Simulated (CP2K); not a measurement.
Consider 3-methylthiothiophene at its PBE geometry (Å).

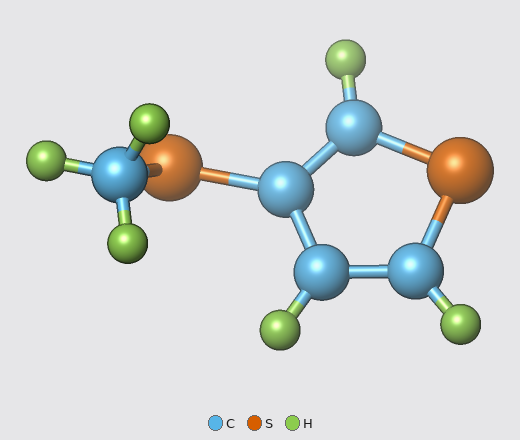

The molecule (carbon blue, sulfur orange, hydrogen green).

```xyz
13

C     2.3083    0.2356    0.4968
S     1.4603   -0.9879   -0.5493
C    -0.2309   -0.5428   -0.2980
C    -0.8291    0.7085   -0.6559
C    -2.1806    0.7335   -0.4121
S    -2.7380   -0.7624    0.2288
C    -1.1593   -1.4359    0.2038
H     3.3802    0.0151    0.4149
H     2.1295    1.2593    0.1456
H     1.9984    0.1370    1.5442
H    -0.2786    1.5420   -1.0866
H    -2.8816    1.5431   -0.5917
H    -0.9785   -2.4451    0.5596
```

Method: CP2K XAS_TDP, all-electron GAPW, PBEh(45%), aug-cc-pVDZ, TDA, no relativity.

Q: Predict the bright core excitations at the C K edge.

Leading lines: C1 283.63 eV, C3 282.38 eV, C4 281.76 eV, C5 281.89 eV and C7 281.79 eV. The leading line of an atom is its first one with 35 % of the strongest within 2.5 eV of its lowest line over the strength cut. 

The first six lines of each atom with a strength over 0.0015:

| atom | energy (eV) | states | strength, one atom |
| --- | --- | --- | --- |
| C1 (bonded to S and 3 H) | 283.63 | 1 | 0.0377 |
|  | 284.51 | 1 | 0.0098 |
|  | 284.99 | 1 | 0.0055 |
|  | 285.24 | 1 | 0.0194 |
|  | 285.36 | 1 | 0.0200 |
|  | 285.91 | 1 | 0.0016 |
| C3 (bonded to 2 C and S) | 282.38 | 1 | 0.0457 |
|  | 284.61 | 1 | 0.0058 |
|  | 284.69 | 1 | 0.0333 |
|  | 285.69 | 1 | 0.0040 |
|  | 286.02 | 1 | 0.0060 |
|  | 286.50 | 1 | 0.0017 |
| C4 (bonded to 2 C and H) | 281.76 | 1 | 0.0470 |
|  | 283.88 | 1 | 0.0069 |
|  | 284.45 | 1 | 0.0110 |
|  | 285.06 | 1 | 0.0030 |
|  | 285.36 | 1 | 0.0026 |
|  | 285.47 | 1 | 0.0024 |
| C5 (bonded to C, S and H) | 281.89 | 1 | 0.0503 |
|  | 284.44 | 1 | 0.0306 |
|  | 285.01 | 1 | 0.0141 |
|  | 285.87 | 1 | 0.0045 |
|  | 286.16 | 1 | 0.0015 |
|  | 286.55 | 1 | 0.0015 |
| C7 (bonded to C, S and H) | 281.79 | 1 | 0.0501 |
|  | 284.40 | 1 | 0.0309 |
|  | 285.16 | 1 | 0.0130 |
|  | 285.89 | 1 | 0.0021 |
|  | 286.09 | 1 | 0.0023 |
|  | 286.20 | 1 | 0.0026 |

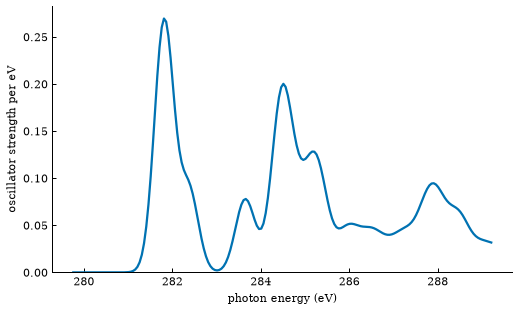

All atoms added, broadened by 0.5 eV.

Lines are vertical, at one geometry, with no vibrational structure. Without a correction of the core level, line positions, and the gaps between valence and Rydberg lines, follow the share of exact exchange. At this level such K lines come out 3 to 6 eV under measured ones. These values hold no scalar relativity, about 0.1 eV for C 1s. Rydberg lines, and the discretised continuum above threshold, depend on the basis and the box.

[Banner, clock and machine lines of the logs are left out without a mark of their own.]

[Logs are printed without paths, hosts, clocks, repeated set-up lines and the standing remarks that a program may print on its own settings, such as how far it seeks lower states.]

[Hosts, paths, dates, database ids (printed as entryN), source tags and the programs' standing remarks are cut or masked in the printed files.]
